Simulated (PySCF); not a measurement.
**One shape, several levels: C3H8B2 (SMILES B/C=C(\B)C)**

Wanted: a comparison of 6 runs (HF/STO-3G, HF/def2-SVP, B3LYP/6-31G*, PBE/cc-pVDZ, TPSS/pcseg-1, TPSS/6-311G**) of C3H8B2. The job is set up through a Python script.

The calculation is run with PySCF 2.14.0.

**1. The molecule**

C3H8B2 has 13 atoms, charge 0, and is taken as a singlet. As SMILES, `B/C=C(\B)C`. Geometry: relaxed at GFN2-xTB.

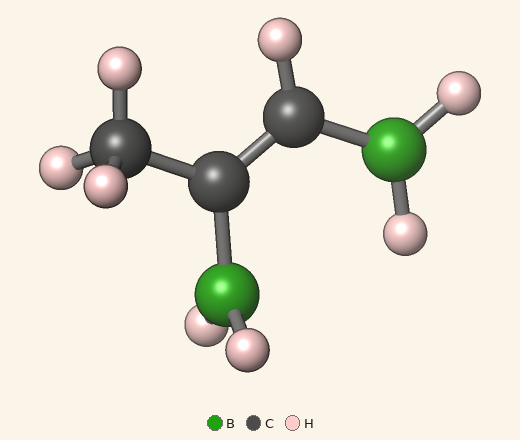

The structure, seen from a chosen angle (boron green, carbon dark grey, hydrogen pink).

**2. Energy and gradient at HF/STO-3G (run 1)**

File calc.py:

```python
import pyscf.grad
from pyscf import gto

mol = gto.Mole()
mol.atom = '''
B       -1.904880       0.066090       1.098820
C       -0.816270      -0.688790       0.339170
C        0.266260      -0.062600      -0.169640
B        0.510760       1.467990      -0.032250
C        1.334540      -0.823180      -0.907140
H       -2.832630      -0.488220       1.549030
H       -1.794580       1.228530       1.225510
H       -0.883340      -1.764360       0.189750
H        1.185480       1.875010       0.832190
H        0.096700       2.203360      -0.841800
H        1.085980      -1.880160      -0.985210
H        2.288790      -0.720850      -0.389590
H        1.463190      -0.412820      -1.908830
'''
mol.basis = 'sto-3g'
mol.max_memory = 1860
mol.verbose = 4
mol.build()

mf = mol.RHF()
mf.conv_tol = 1e-10
mf.kernel()
if not mf.converged:
    mf = mf.newton().run(mf.mo_coeff, mf.mo_occ)

e_final = mf.e_tot
print(f'total energy: {e_final:.8f} hartree')
grad = mf.Gradients().kernel()
dip = mf.dip_moment()
pop, q = mf.mulliken_pop()
```

Command:

```
$ OMP_NUM_THREADS=1 python calc.py
```

Log:

```text
PySCF version 2.14.0

[... 67 lines left out ...]
converged SCF energy = -165.556862110065
total energy: -165.55686211 hartree
[... 11 lines left out ...]
Dipole moment(X, Y, Z, Debye):  1.40111, -0.07293, -0.79460
[... 8 lines left out ...]
pop of  1 C 2px           1.00739
pop of  1 C 2py           0.97884
pop of  1 C 2pz           1.05130
pop of  2 C 1s            1.99296
pop of  2 C 2s            1.19437
pop of  2 C 2px           0.94170
pop of  2 C 2py           1.05074
pop of  2 C 2pz           0.86237
pop of  3 B 1s            1.99097
pop of  3 B 2s            0.97830
pop of  3 B 2px           0.31310
pop of  3 B 2py           0.82030
pop of  3 B 2pz           0.64028
pop of  4 C 1s            1.99200
pop of  4 C 2s            1.18468
pop of  4 C 2px           0.99675
pop of  4 C 2py           1.01056
pop of  4 C 2pz           1.00818
pop of  5 H 1s            1.07693
pop of  6 H 1s            1.09227
pop of  7 H 1s            0.96200
pop of  8 H 1s            1.05692
pop of  9 H 1s            1.05608
pop of  10 H 1s           0.92705
pop of  11 H 1s           0.92995
pop of  12 H 1s           0.93147
 ** Mulliken atomic charges  **
charge of    0B =      0.21300
charge of    1C =     -0.20306
charge of    2C =     -0.04215
charge of    3B =      0.25705
charge of    4C =     -0.19217
charge of    5H =     -0.07693
charge of    6H =     -0.09227
charge of    7H =      0.03800
charge of    8H =     -0.05692
charge of    9H =     -0.05608
charge of   10H =      0.07295
charge of   11H =      0.07005
charge of   12H =      0.06853
```

Run time: 3.9 s. Hardware: 1 thread of Intel Xeon at 2.70GHz, shared host; peak memory 0.12 GiB.

**3. Energy and forces at HF/def2-SVP (run 2)**

File geometry.xyz:

```xyz
13
C3H8B2
B     -1.904880     0.066090     1.098820
C     -0.816270    -0.688790     0.339170
C      0.266260    -0.062600    -0.169640
B      0.510760     1.467990    -0.032250
C      1.334540    -0.823180    -0.907140
H     -2.832630    -0.488220     1.549030
H     -1.794580     1.228530     1.225510
H     -0.883340    -1.764360     0.189750
H      1.185480     1.875010     0.832190
H      0.096700     2.203360    -0.841800
H      1.085980    -1.880160    -0.985210
H      2.288790    -0.720850    -0.389590
H      1.463190    -0.412820    -1.908830
```

File input.py:

```python
import pyscf.grad
from pyscf import gto

molecule = gto.M(
    atom='geometry.xyz',
    basis='def2-svp',
    max_memory=1860,
    spin=0,
    verbose=3,
    charge=0,
)

myscf = molecule.RHF()
myscf.conv_tol = 1e-10
myscf.kernel()
if not myscf.converged:
    myscf = myscf.newton().run(myscf.mo_coeff, myscf.mo_occ)

e_final = myscf.e_tot
print('E = %.10f Eh' % e_final)
grad = myscf.Gradients().kernel()
myscf.analyze()
```

Command:

```
$ OMP_NUM_THREADS=1 python input.py
```

Log:

```text
converged SCF energy = -167.452409130142
[... 19 lines left out ...]
MO #10  energy= -0.627276877099374 occ= 2
[... 9 lines left out ...]
MO #20  energy= 0.0848782384932742 occ= 0
[... 9 lines left out ...]
MO #30  energy= 0.337298599715224  occ= 0
[... 9 lines left out ...]
MO #40  energy= 0.624314783385706  occ= 0
[... 9 lines left out ...]
MO #50  energy= 0.900286669935503  occ= 0
[... 9 lines left out ...]
MO #60  energy= 1.14416994230555   occ= 0
[... 9 lines left out ...]
MO #70  energy= 1.67144937620969   occ= 0
[... 9 lines left out ...]
MO #80  energy= 2.0409258573085    occ= 0
[... 9 lines left out ...]
MO #90  energy= 2.33416660372133   occ= 0
[... 9 lines left out ...]
MO #100 energy= 2.92650469466401   occ= 0
[... 9 lines left out ...]
MO #110 energy= 3.56397882989436   occ= 0
[... 14 lines left out ...]
Dipole moment(X, Y, Z, Debye):  1.62966, -0.27169, -0.97322
```

It took 19 s on 1 thread of Intel Xeon at 2.70GHz, shared host; peak memory 0.26 GiB.

Runs 3 to 4 aren't shown in full; the table further down has their settings and results.

**4. Energy and forces at TPSS/pcseg-1 (run 5)**

File start.xyz:

```xyz
13

B     -1.904880     0.066090     1.098820
C     -0.816270    -0.688790     0.339170
C      0.266260    -0.062600    -0.169640
B      0.510760     1.467990    -0.032250
C      1.334540    -0.823180    -0.907140
H     -2.832630    -0.488220     1.549030
H     -1.794580     1.228530     1.225510
H     -0.883340    -1.764360     0.189750
H      1.185480     1.875010     0.832190
H      0.096700     2.203360    -0.841800
H      1.085980    -1.880160    -0.985210
H      2.288790    -0.720850    -0.389590
H      1.463190    -0.412820    -1.908830
```

File run.py:

```python
from pyscf import gto, dft

system = gto.Mole()
system.atom = 'start.xyz'
system.spin = 0
system.max_memory = 1860
system.basis = 'pcseg-1'
system.verbose = 3
system.build()

myscf = dft.RKS(system, xc='tpss')
myscf.grids.level = 5
myscf.conv_tol = 1e-10
myscf.kernel()
if not myscf.converged:
    myscf = myscf.newton().run(myscf.mo_coeff, myscf.mo_occ)

etot = myscf.e_tot
print(f'total energy: {etot:.8f} hartree')
grad = myscf.nuc_grad_method().kernel()
dip = myscf.dip_moment()
pop, q = myscf.mulliken_pop()
```

Command:

```
$ OMP_NUM_THREADS=1 python run.py
```

Log:

```text
converged SCF energy = -168.775023932853
total energy: -168.77502393 hartree
[... 8 lines left out ...]
Dipole moment(X, Y, Z, Debye):  1.83088, -0.42174, -1.11423
[... 85 lines left out ...]
pop of  7 H 2pz           0.00351
pop of  8 H 1s            0.80014
pop of  8 H 2s            0.19131
pop of  8 H 2px           0.00254
pop of  8 H 2py           0.00196
pop of  8 H 2pz           0.00449
pop of  9 H 1s            0.79980
pop of  9 H 2s            0.18759
pop of  9 H 2px           0.00134
pop of  9 H 2py           0.00373
pop of  9 H 2pz           0.00393
pop of  10 H 1s           0.77874
pop of  10 H 2s           0.10113
pop of  10 H 2px          0.00336
pop of  10 H 2py          0.01075
pop of  10 H 2pz          0.00314
pop of  11 H 1s           0.77708
pop of  11 H 2s           0.09139
pop of  11 H 2px          0.00924
pop of  11 H 2py          0.00323
pop of  11 H 2pz          0.00511
pop of  12 H 1s           0.77849
pop of  12 H 2s           0.09273
pop of  12 H 2px          0.00346
pop of  12 H 2py          0.00412
pop of  12 H 2pz          0.00997
 ** Mulliken atomic charges  **
charge of    0B =      0.13757
charge of    1C =     -0.19489
charge of    2C =     -0.37602
charge of    3B =      0.22469
charge of    4C =     -0.11852
charge of    5H =     -0.01846
charge of    6H =     -0.04570
charge of    7H =      0.06008
charge of    8H =     -0.00043
charge of    9H =      0.00361
charge of   10H =      0.10287
charge of   11H =      0.11396
charge of   12H =      0.11123
```

Wall time 1.8 min (1 thread of Intel Xeon at 2.70GHz, shared host); peak memory 1.1 GiB.

**5. Energy and gradient at TPSS/6-311G(d,p) (run 6)**

File job.py:

```python
import pyscf.grad
from pyscf import gto, dft

mol = gto.M(
    atom='''
B     -1.904880     0.066090     1.098820
C     -0.816270    -0.688790     0.339170
C      0.266260    -0.062600    -0.169640
B      0.510760     1.467990    -0.032250
C      1.334540    -0.823180    -0.907140
H     -2.832630    -0.488220     1.549030
H     -1.794580     1.228530     1.225510
H     -0.883340    -1.764360     0.189750
H      1.185480     1.875010     0.832190
H      0.096700     2.203360    -0.841800
H      1.085980    -1.880160    -0.985210
H      2.288790    -0.720850    -0.389590
H      1.463190    -0.412820    -1.908830
''',
    spin=0,
    basis='6-311g**',
    verbose=3,
    max_memory=1860,
)

myscf = dft.RKS(mol, xc='tpss')
myscf.conv_tol = 1e-10
myscf.grids.level = 5
myscf.kernel()
if not myscf.converged:
    myscf = myscf.newton().run(myscf.mo_coeff, myscf.mo_occ)

e_tot = myscf.e_tot
print('Final energy', e_tot)
grad = myscf.Gradients().kernel()
myscf.analyze()
```

Command:

```
$ OMP_NUM_THREADS=1 python job.py
```

Log:

```text
converged SCF energy = -168.848696263365
[... 15 lines left out ...]
MO #6   energy= -0.747319279505181 occ= 2
[... 11 lines left out ...]
MO #18  energy= -0.243225215618876 occ= 2
[... 11 lines left out ...]
MO #30  energy= 0.156029771891674  occ= 0
[... 11 lines left out ...]
MO #42  energy= 0.413721414240812  occ= 0
[... 11 lines left out ...]
MO #54  energy= 0.61133438629416   occ= 0
[... 11 lines left out ...]
MO #66  energy= 1.0452481493454    occ= 0
[... 11 lines left out ...]
MO #78  energy= 1.4495056425875    occ= 0
[... 11 lines left out ...]
MO #90  energy= 1.75506648999968   occ= 0
[... 11 lines left out ...]
MO #102 energy= 2.1202377874261    occ= 0
[... 11 lines left out ...]
MO #114 energy= 2.57085062468428   occ= 0
[... 11 lines left out ...]
MO #126 energy= 3.06288192998789   occ= 0
[... 11 lines left out ...]
MO #138 energy= 24.2127715667834   occ= 0
[... 14 lines left out ...]
Dipole moment(X, Y, Z, Debye):  1.81877, -0.47605, -1.11732
```

Run time: 2.9 min. Hardware: 1 thread of Intel Xeon at 2.70GHz, shared host; peak memory 1.6 GiB.

**6. All runs side by side**

```
run                               level  Cartesian functions  integration grid  energy (Eh)  dipole moment (D)  HOMO energy (eV)  LUMO energy (eV)  wall time
  1                           HF/STO-3G                   no                 –  -165.556862               1.61             -8.16              5.54      3.9 s
  2                         HF/def2-SVP                   no                 –  -167.452409               1.92             -9.83              1.92       19 s
  3  B3LYP/6-31G* (Cartesian functions)                  yes                 5  -168.780855               2.10             -7.19             -1.67       74 s
  4                         PBE/cc-pVDZ                   no                 5  -168.498190               2.28             -6.53             -2.70       59 s
  5                        TPSS/pcseg-1                   no                 5  -168.775024               2.18             -6.67             -2.59    1.8 min
  6                       TPSS/6-311G**                   no                 5  -168.848696               2.19             -6.62             -2.55    2.9 min
```

**7. What came out**

```
                       quantity          value
            run 6: total energy  -168.84870 Eh
           run 6: dipole moment         2.19 D
             run 6: HOMO energy       -6.62 eV
             run 6: LUMO energy       -2.55 eV
           run 6: HOMO–LUMO gap        4.07 eV
run 6: largest force on an atom     0.912 eV/Å
```

**Reading.** The dipole moment (its size) runs from 1.61 D (HF/STO-3G) to 2.28 D (PBE/cc-pVDZ). The two ends differ in method and basis. The HOMO–LUMO gap runs from 3.83 eV (PBE/cc-pVDZ) to 13.69 eV (HF/STO-3G). Totals of different functionals can't be ranked against each other. In run 1 the basis is minimal, so the values are rough. All runs together took 7.4 min, the longest 2.9 min.
